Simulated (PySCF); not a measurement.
Species, as SMILES: [O+](=O)[O-].
Geometry (B3LYP-D3(BJ)/def2-TZVP, fixed):
```xyz
3

O     -0.0102     1.0756    -0.2169
O      0.0093     0.0011     0.4285
O      0.0009    -1.0767    -0.2116
```
Charge 0, spin multiplicity 1.

Basis-set convergence of the isotropic shielding of O2 at PBE with PySCF. GIAO, no density fitting; atoms are numbered in the order shown. All functions are spherical. No added dispersion term, no relativity. Reference: the value in pcseg-3, -885.40 ppm, itself unsure by roughly 3.78 ppm (its distance from pcSseg-2). Deviations are taken from unrounded values. Cost is core time over that of aug-cc-pVDZ, rough, on shared machines of one kind; a dash marks a row that isn't timed (too short, read off another run, short of memory, by another algorithm or on other hardware).

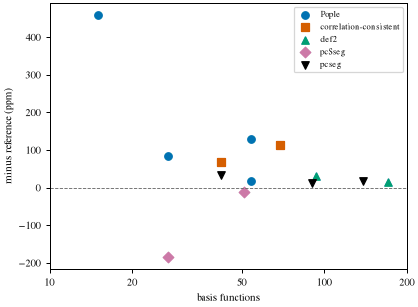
Figure: Deviation from the reference against the number of basis functions, by family of sets.

```json
[
 {"basis": "STO-3G", "functions": "15", "isotropic shielding of O2 (ppm)": "-427.44", "minus reference (ppm)": "457.96", "cost": "-"},
 {"basis": "3-21G", "functions": "27", "isotropic shielding of O2 (ppm)": "-800.54", "minus reference (ppm)": "84.86", "cost": "-"},
 {"basis": "pcSseg-0", "functions": "27", "isotropic shielding of O2 (ppm)": "-1070.68", "minus reference (ppm)": "-185.28", "cost": "-"},
 {"basis": "cc-pVDZ", "functions": "42", "isotropic shielding of O2 (ppm)": "-816.60", "minus reference (ppm)": "68.80", "cost": "-"},
 {"basis": "pcseg-1", "functions": "42", "isotropic shielding of O2 (ppm)": "-851.32", "minus reference (ppm)": "34.09", "cost": "-"},
 {"basis": "pcSseg-1", "functions": "51", "isotropic shielding of O2 (ppm)": "-898.26", "minus reference (ppm)": "-12.86", "cost": "-"},
 {"basis": "6-31+G*", "functions": "54", "isotropic shielding of O2 (ppm)": "-757.43", "minus reference (ppm)": "127.97", "cost": "-"},
 {"basis": "6-311G**", "functions": "54", "isotropic shielding of O2 (ppm)": "-868.28", "minus reference (ppm)": "17.12", "cost": "0.6×"},
 {"basis": "aug-cc-pVDZ", "functions": "69", "isotropic shielding of O2 (ppm)": "-771.08", "minus reference (ppm)": "114.32", "cost": "1×"},
 {"basis": "pcseg-2", "functions": "90", "isotropic shielding of O2 (ppm)": "-874.02", "minus reference (ppm)": "11.39", "cost": "2×"},
 {"basis": "def2-TZVPP", "functions": "93", "isotropic shielding of O2 (ppm)": "-854.41", "minus reference (ppm)": "31.00", "cost": "2×"},
 {"basis": "aug-pcseg-2", "functions": "138", "isotropic shielding of O2 (ppm)": "-867.38", "minus reference (ppm)": "18.02", "cost": "4×"},
 {"basis": "def2-QZVPP", "functions": "171", "isotropic shielding of O2 (ppm)": "-871.02", "minus reference (ppm)": "14.39", "cost": "9×"}
]
```
